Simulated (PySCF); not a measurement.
C₈H₉NSi

Input

```
{"job": {"kind": "nmr", "xc": "PBE0", "basis": "pcSseg-1"}, "charge": 0, "multiplicity": 1}
N     -1.825786     1.856533    -0.576387
C     -1.266816     0.601616    -0.436714
C     -1.996250    -0.546912    -0.799845
C     -1.445299    -1.817259    -0.700145
C     -0.140295    -1.996239    -0.227400
C      0.601795    -0.877826     0.131198
C      0.054185     0.422160     0.024217
C      0.965421     1.510738     0.417867
C      2.201740     1.183871     0.855400
Si     2.352002    -0.678547     0.793128
H     -2.833206     1.881712    -0.663045
H     -1.468173     2.584542     0.026842
H     -3.019839    -0.426568    -1.166109
H     -2.045904    -2.682999    -0.990775
H      0.279462    -3.001859    -0.147445
H      0.640979     2.554774     0.334218
H      2.926215     1.944482     1.152496
H      2.570902    -1.330068     2.122429
H      3.412070    -1.177513    -0.137386
```

Launched as:

```sh
OMP_NUM_THREADS=1 python probes_run.py task.json out
```

Geometry: PBE0-D3(BJ)/def2-SVP.

Level of theory: PBE0/pcSseg-1, SCF density, gas phase, non-relativistic in PySCF 2.14.0.

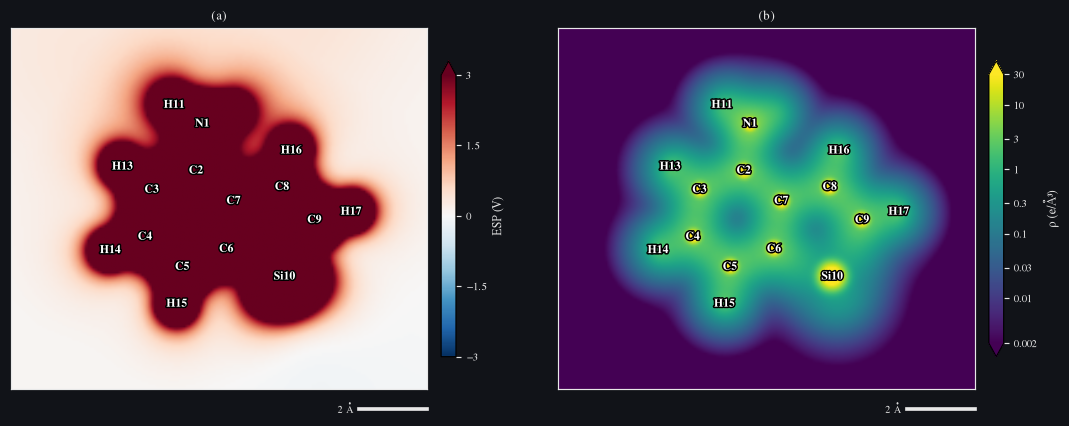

Figure 1. (a) molecular electrostatic potential; (b) electron density on the plane of atoms Si10, C9 and H17.

What do the fields say about this system?

The section cuts through N, C, Si and H sites.
C–C (1.35 Å): ρ at the midpoint is about 2.2 e/Å³.
C–N (1.38 Å): ρ is about 2.2 e/Å³ halfway.
C–Si (1.87 Å): the density is about 0.94 e/Å³ at the midpoint.
N–H (1.01 Å): ρ is about 2.9 e/Å³ halfway.
C–C (1.40 Å): the density is about 2 e/Å³ at the midpoint.
The potential has no marked negative region in this plane.

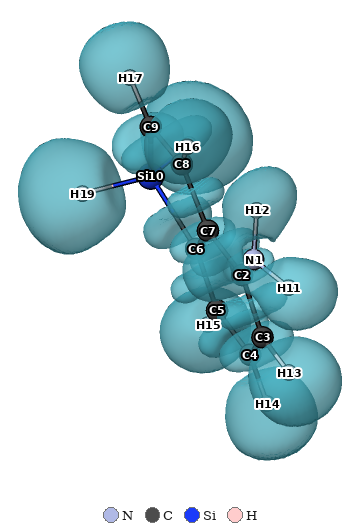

Figure 2. Isosurface of the ELF at 0.8 (cyan), seen at an oblique angle. Only the valence region is drawn (cores and ρ < 0.01 e/Å³ removed).

Describe the localisation domains.

The ELF exceeds this value in eight regions between bonded C–C atoms (shared pairs), two regions between bonded C–Si atoms (shared pairs), seven regions around hydrogen nuclei and one joined region spread over several atoms (H, N), in which their bonds and any lone pairs are merged. Profiles from the grid: C–C (1.35 Å): the ELF peaks at about 0.90 between the atoms: a covalent bond. C–N (1.38 Å): the ELF peaks at about 0.95 between the atoms: a covalent bond.

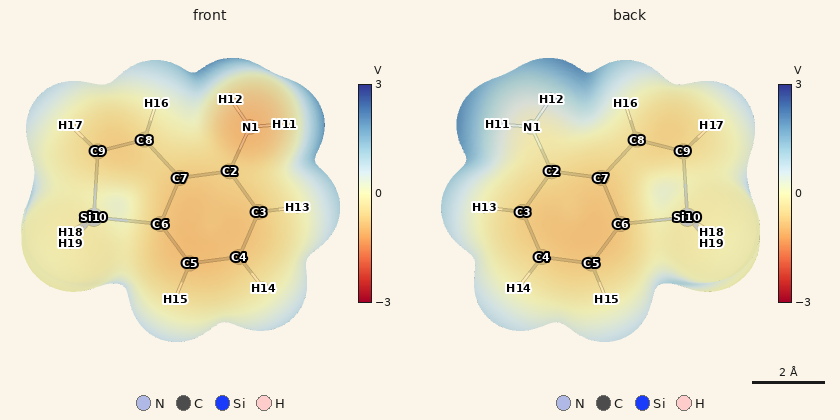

Figure 3. The molecular electrostatic potential painted on the density surface at 0.002 e/bohr³, seen from the front and from behind; red is negative and blue positive.

Where is the surface potential most negative and most positive?

The most negative region (about −1.1 V) lies over N1, the most positive (about +2.0 V) over H11 and H12. N1 is the likeliest acceptor of a hydrogen bond.
